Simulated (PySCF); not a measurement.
**SiSb (doublet): density, localisation and related maps**

| atom | x (Å) | y (Å) | z (Å) |
| --- | --- | --- | --- |
| Si | 0.0000 | 0.0000 | -1.9303 |
| Sb | 0.0000 | 0.0000 | 0.4467 |

Core potentials replace the inner electrons of Sb.

These are results of PBE0/def2-TZVPP, non-relativistic Hamiltonian with scalar-relativistic core potentials where named, at a bond length of 2.377 Å in PySCF 2.14.0, not measurements.

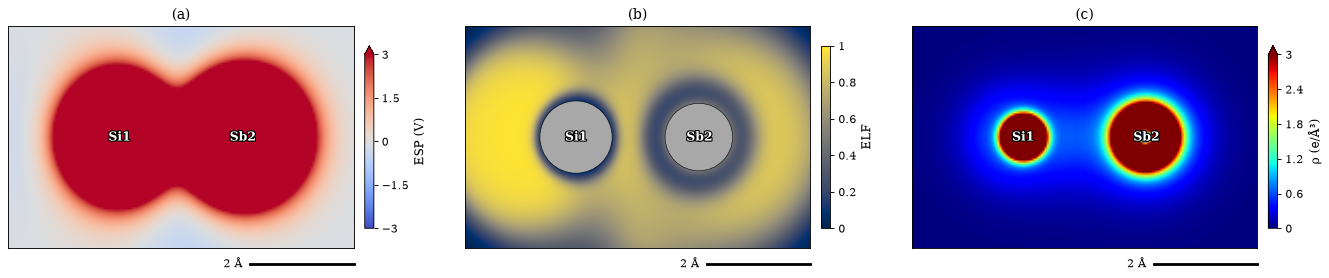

Figure 1. (a) electrostatic potential; (b) ELF; (c) electron density on a plane that holds the molecular axis. Grey discs cover the atomic cores in the ELF map.

What do the fields say about this system?

The plane passes through Si and Sb nuclei. Si–Sb (2.38 Å): the density is about 0.65 e/Å³ at the midpoint; the ELF peaks at about 0.80 in the valence shell of Si, 1.0 Å from its nucleus, and drops to about 0.20 between the two atoms. The ELF also peaks beside Sb2 and Si1, away from the bonds: non-bonding electrons, paired or unpaired. Outside the dense part of the molecule the potential is most negative (−0.5 V) near Si1.

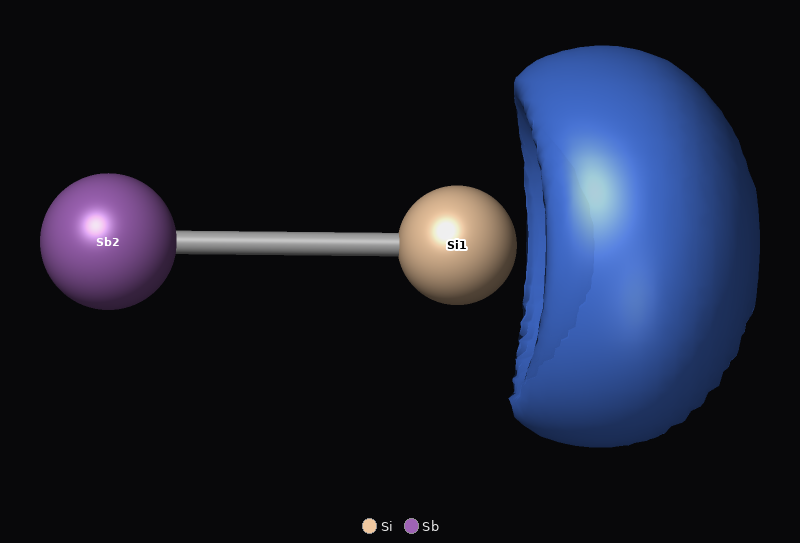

Figure 2. Isosurface of the ELF at 0.9 (blue), seen from one side. Core shells and regions of very low density are left out.

What do the ELF domains correspond to?

The surface consists of one lobe on Si, pointing away from the bonds (non-bonding electrons).
